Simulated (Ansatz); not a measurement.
## Electronic structure of O2Sr2 (charge −1, doublet) in real space

Input file:

```
crystal:
  periodic: [false, false, false]
  atoms:
    - {symbol: Sr, position_ang: [0.521315, -1.531557, -0.219289]}
    - {symbol: Sr, position_ang: [-0.521237, 1.531540, 0.219663]}
    - {symbol: O, position_ang: [1.312176, 0.505164, -0.408511]}
    - {symbol: O, position_ang: [-1.312254, -0.505157, 0.408146]}
basis:
  gaussian: {orbitals: def2-TZVPD, initial_orbitals: start.molden}
total_charge: -1
magnetization: {spin_polarized: true, initial_magnetization: 1}
hamiltonian: {xc: pbe0, dispersion: d4}
scf: {omitted_lower_state_checks: [starts]}
output: {forces: true, orbitals: {seedname: orbitals}}
```

Launched as:

```sh
ansatz run in.yaml --threads 2 --pin off --events-out ev --progress --plain --max-ram 4352MiB
```

Geometry: r2SCAN-D4/def2-TZVPD; core potentials replace the inner electrons of Sr; the highest occupied orbital lies above zero, a sign that basis and functional describe the outermost electron poorly.

Theory: UKS PBE0-D4/def2-TZVPD in Ansatz.

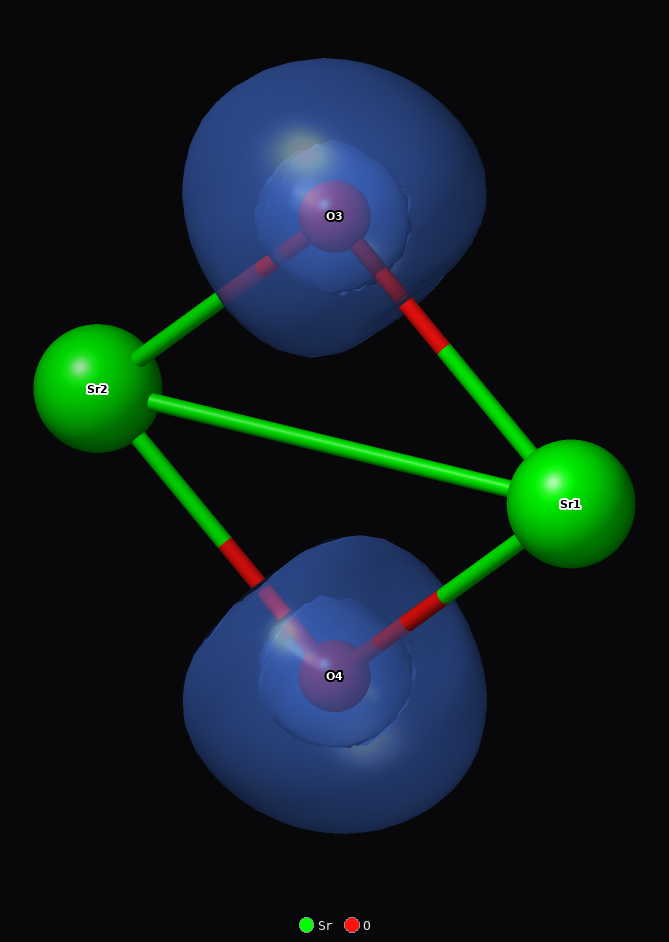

Figure 1. Isosurface of the electron localisation function at 0.75 (blue), seen at a tilt. Only the valence region is drawn (cores and ρ < 0.01 e/Å³ removed).

Identify the bonds, lone pairs and shells in this picture.

The ELF exceeds this value in two regions wrapped around O (the valence shell of each). Profiles from the grid: Sr–O (2.19 Å): the ELF is about 0.20 at the midpoint (a largely ionic contact). Sr–Sr (3.27 Å): the ELF is about 0.05 at the midpoint.

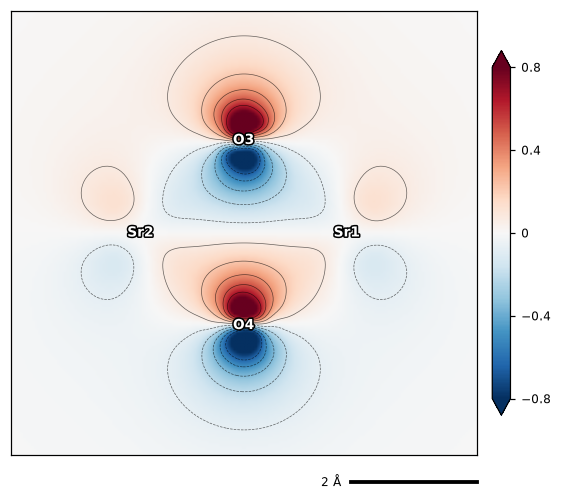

Figure 2. The HOMO−1 (α) on the molecular plane (values in Å⁻³ᐟ²; the overall sign is arbitrary).

Describe this orbital and give its energy.

By Hirshfeld shares it lies mainly on O4 (about 40 %) and O3 (about 40 %); it is symmetric in the molecular plane (an in-plane orbital: σ, lone-pair or in-plane π type); it is ungerade (odd under inversion); largely a combination of lone pairs on O4 and O3. Its energy is −1.28 eV.
